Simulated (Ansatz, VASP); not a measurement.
# Te (Tellurium) in two plane-wave programs

One calculation is typed for both programs; each brings its own data sets. How far apart do they land? The cell is taken from a series of VASP runs on this material, whose earlier steps may have relaxed, scaled or displaced it; both programs get it as it stands. Valence electrons are named where the data sets of a main pair hold unlike numbers.

Method: plane waves, with VASP 6.6.1 beside it; band structure at PBE0, in Ansatz 0.2.0.

## 1. The structure

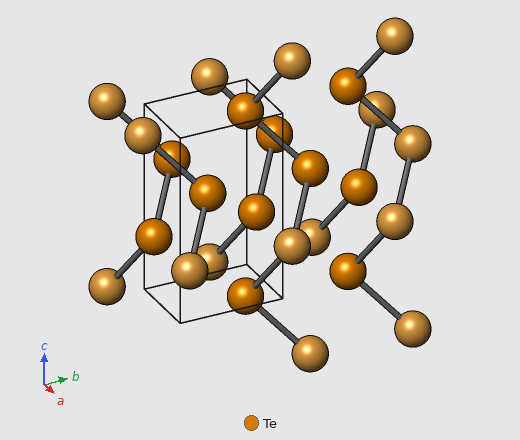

The cell as given, slightly off an axis (tellurium orange). 1×2×1 cells are drawn. Some periodic images of atoms are drawn too.

## 2. VASP: band structure, PBE0

Levels along a path test the potential and the projectors away from the mesh points.

Lines of VASP's logs that name or quote its potential files are left out, and so is its time.

The run reads the wave functions of an earlier VASP run, which isn't shown here.

Contents of INCAR:

```
SYSTEM = Te
PREC = Accurate
ENCUT = 350
EDIFF = 1E-06
NELM = 100
ISMEAR = 0
SIGMA = 0.03
LREAL = .FALSE.
ALGO = Normal
LHFCALC = .TRUE.
AEXX = 0.25
GGA = PE
LASPH = .TRUE.
NBANDS = 15
PRECFOCK = Fast
HFRCUT = -1
LORBIT = 11
LWAVE = .FALSE.
LCHARG = .FALSE.
KPAR = 4
```

Contents of POSCAR:

```
Te
1.0
    4.4540000000      0.0000000000      0.0000000000
   -2.2270000000      3.8572771485      0.0000000000
    0.0000000000      0.0000000000      5.9240000000
Te
3
Direct
    0.7310000000      0.7310000000      0.0000000000
    0.0000000000      0.2690000000      0.6666666667
    0.2690000000      0.0000000000      0.3333333333
```

Contents of KPOINTS:

```
Automatic mesh
0
Gamma
4 4 3
0 0 0
```

Contents of KPOINTS_OPT:

```
Line mode
10
Line-mode
Reciprocal
  0.00000000   0.00000000   0.00000000 GAMMA
  0.50000000   0.00000000   0.00000000 M

  0.50000000   0.00000000   0.00000000 M
  0.33333333   0.33333333   0.00000000 K

  0.33333333   0.33333333   0.00000000 K
  0.00000000   0.00000000   0.00000000 GAMMA

  0.00000000   0.00000000   0.00000000 GAMMA
  0.00000000   0.00000000   0.50000000 A

  0.00000000   0.00000000   0.50000000 A
  0.50000000   0.00000000   0.50000000 L

  0.50000000   0.00000000   0.50000000 L
  0.33333333   0.33333333   0.50000000 H

  0.33333333   0.33333333   0.50000000 H
  0.00000000   0.00000000   0.50000000 A

  0.50000000   0.00000000   0.50000000 L
  0.50000000   0.00000000   0.00000000 M

  0.33333333   0.33333333   0.00000000 K
  0.33333333   0.33333333   0.50000000 H
```

The projector-augmented-wave data sets are Te (PBE family, release 64).

Command:

```
mpirun -np 4 vasp_std
```

Numbers of over 12 decimals in the logs are rounded to 6 here.

The program printed:

```text
[banner, memory and clock lines left out]
running    4 mpi-ranks, on    1 nodes
 distrk:  each k-point on    1 cores,    4 groups
 distr:  one band on    1 cores,    1 groups

 POSCAR found type information on POSCAR Te
 POSCAR found :  1 types and       3 ions
 LDA part: xc-table for (Slater+PW92), standard interpolation
 found WAVECAR, reading the header
 POSCAR, INCAR and KPOINTS ok, starting setup
 FFT: planning ... GRIDC
 FFT: planning ... GRID_SOFT
 FFT: planning ... GRID
 HFRCUT set to (new)   10.526070
 reading WAVECAR
 the WAVECAR file was read successfully
 initial charge from wavefunction
 entering main loop
       N       E                     dE             d eps       ncg     rms          rms(c)
DAV:   1    -0.132584952279E+02   -0.13258E+02   -0.31410E+00   270   0.113E+01    0.210E+01
DAV:   2    -0.132958871262E+02   -0.37392E-01   -0.90456E-02   326   0.200E+00    0.144E+01
DAV:   3    -0.132957743514E+02    0.11277E-03   -0.63416E-03   373   0.426E-01    0.932E+00
DAV:   4    -0.132950339228E+02    0.74043E-03   -0.91011E-04   340   0.164E-01    0.569E+00
DAV:   5    -0.132947692091E+02    0.26471E-03   -0.24237E-04   348   0.892E-02    0.345E+00
DAV:   6    -0.132946967534E+02    0.72456E-04   -0.70269E-05   347   0.492E-02    0.209E+00
DAV:   7    -0.132946815709E+02    0.15183E-04   -0.22391E-05   340   0.280E-02    0.126E+00
DAV:   8    -0.132946810215E+02    0.54936E-06   -0.73746E-06   340   0.164E-02
   1 F= -.13294681E+02 E0= -.13294681E+02  d E =-.889316E-18
 Start KPOINTS_OPT (optional k-point list driver)
k-point batch [1-9\90]
       N       E                     dE             ncg
DAV:   1     0.584756790995E+03   -0.97773E+03      270
DAV:   2    -0.425222051260E+02   -0.62728E+03      361
DAV:   3    -0.118744981548E+03   -0.76223E+02      305
DAV:   4    -0.120857554251E+03   -0.21126E+01      412
DAV:   5    -0.120880782998E+03   -0.23229E-01      333
DAV:   6    -0.120881061744E+03   -0.27875E-03      398
DAV:   7    -0.120881065635E+03   -0.38908E-05      266
DAV:   8    -0.120881065706E+03   -0.71015E-07      254
[...]
k-point batch [82-90\90]
       N       E                     dE             ncg
DAV:   1     0.471315952176E+03   -0.36931E+04      270
DAV:   2    -0.125982409271E+03   -0.59730E+03      354
DAV:   3    -0.186890374068E+03   -0.60908E+02      298
DAV:   4    -0.188772188110E+03   -0.18818E+01      391
DAV:   5    -0.188793605044E+03   -0.21417E-01      312
DAV:   6    -0.188793839983E+03   -0.23494E-03      370
DAV:   7    -0.188793843130E+03   -0.31476E-05      219
DAV:   8    -0.188793843209E+03   -0.78989E-07      240
```

From OUTCAR (step 2):

```text
ion  position               nearest neighbor table
   1  0.731  0.731  0.000-   3 2.86   2 2.86   3 3.47   2 3.47   2 3.47   3 3.47
   2  0.000  0.269  0.667-   1 2.86   3 2.86   1 3.47   1 3.47   3 3.47   3 3.47
   3  0.269  0.000  0.333-   1 2.86   2 2.86   1 3.47   1 3.47   2 3.47   2 3.47

  LATTYP: Found a hexagonal cell.
 ALAT       =     4.4540000000
 C/A-ratio  =     1.3300404131

 Subroutine GETGRP returns: Found  6 space group operations
 (whereof  2 operations were pure point group operations)

The static configuration has the point symmetry C_2 .
 The point group associated with its full space group is D_3 .

 Found      9 irreducible k-points:

   k-points           NKPTS =      9   k-points in BZ     NKDIM =     48   number of bands    NBANDS=     15

   dimension x,y,z NGX =    28 NGY =   28 NGZ =   36
   dimension x,y,z NGXF=    56 NGYF=   56 NGZF=   72

   ENCUT  =  350.0 eV  25.72 Ry    5.07 a.u.   6.79  6.79  9.04*2*pi/ulx,y,z

   NELECT =      18.0000    total number of electrons

 k-points in reciprocal lattice and weights: Automatic mesh
   0.00000000  0.00000000  0.00000000       0.021
   0.25000000  0.00000000  0.00000000       0.125
   0.50000000  0.00000000  0.00000000       0.062
   0.25000000  0.25000000  0.00000000       0.125
   0.00000000  0.00000000  0.33333333       0.042
   0.25000000  0.00000000  0.33333333       0.125
   0.00000000  0.25000000  0.33333333       0.125
   0.50000000  0.00000000  0.33333333       0.125
   0.25000000  0.25000000  0.33333333       0.250

  exchange ACFDT corr.  =         0.00000000  see jH, gK, PRB 81, 115126

 average (electrostatic) potential at core
       1 -84.8824       2 -84.8824       3 -84.8824

 E-fermi :   5.1925

 k-point     1 :       0.0000    0.0000    0.0000
  band No.  band energies     occupation
    ...
      5       2.3027      2.00000
      6       2.3027      2.00000
      7       3.3433      2.00000
      8       3.3433      2.00000
      9       4.2351      2.00000
     10       7.4396      0.00000
     11       7.4396      0.00000
     12       8.1540      0.00000
     13      11.5528      0.00000
     14      11.5528      0.00000
    ...

 k-point     2 :       0.2500    0.0000    0.0000
  band No.  band energies     occupation
    ...
      5       0.9720      2.00000
      6       1.4607      2.00000
      7       3.6392      2.00000
      8       4.1921      2.00000
      9       4.3463      2.00000
     10       7.2194      0.00000
     11       7.4484      0.00000
     12       8.3292      0.00000
     13      10.3140      0.00000
     14      11.9236      0.00000
    ...

 k-point     3 :       0.5000    0.0000    0.0000
  band No.  band energies     occupation
    ...
      5       0.3573      2.00000
      6       1.2177      2.00000
      7       1.2781      2.00000
      8       4.1706      2.00000
      9       4.3632      2.00000
     10       7.1947      0.00000
     11       7.2895      0.00000
     12       9.3965      0.00000
     13      10.4870      0.00000
     14      14.1365      0.00000
    ...

  energy-cutoff  :      350.00
  volume of cell :      101.78
      direct lattice vectors                 reciprocal lattice vectors
     4.454000000  0.000000000  0.000000000     0.224517288  0.129625117  0.000000000
    -2.227000000  3.857277149  0.000000000     0.000000000  0.259250233  0.000000000
     0.000000000  0.000000000  5.924000000     0.000000000  0.000000000  0.168804862

 POSITION                                       TOTAL-FORCE (eV/Angst)
 -----------------------------------------------------------------------------------
      1.62794      2.81967      0.00000         0.216072      0.374247      0.000000
     -0.59906      1.03761      3.94933         0.216072     -0.374247      0.000000
      1.19813      0.00000      1.97467        -0.432143     -0.000000     -0.000000
 -----------------------------------------------------------------------------------
    total drift:                               -0.000000     -0.000001      0.000000

  FREE ENERGIE OF THE ION-ELECTRON SYSTEM (eV)
  ---------------------------------------------------
  free  energy   TOTEN  =       -13.2946810215 eV

  energy  without entropy=      -13.2946810215  energy(sigma->0) =      -13.29468102

 total charge
# of ion       s       p       d       tot
------------------------------------------
    1        1.392   1.928   0.044   3.363
    2        1.392   1.928   0.044   3.363
    3        1.392   1.928   0.044   3.363
--------------------------------------------------
tot          4.175   5.783   0.131  10.089

[... 3 further parts left out ...]
```

The k-mesh is coarse for unscreened exact exchange, which converges slowly with it.

[end of part 1 of 2]

[Lines on the potential files, build, host, timing and source positions are cut from VASP's logs without a mark.]

[Logs are printed without paths, hosts, clocks, repeated set-up lines and the standing remarks that a program may print on its own settings, such as how far it seeks lower states.]

[Hosts, paths, dates, database ids (printed as entryN), source tags and the programs' standing remarks are cut or masked in the printed files.]
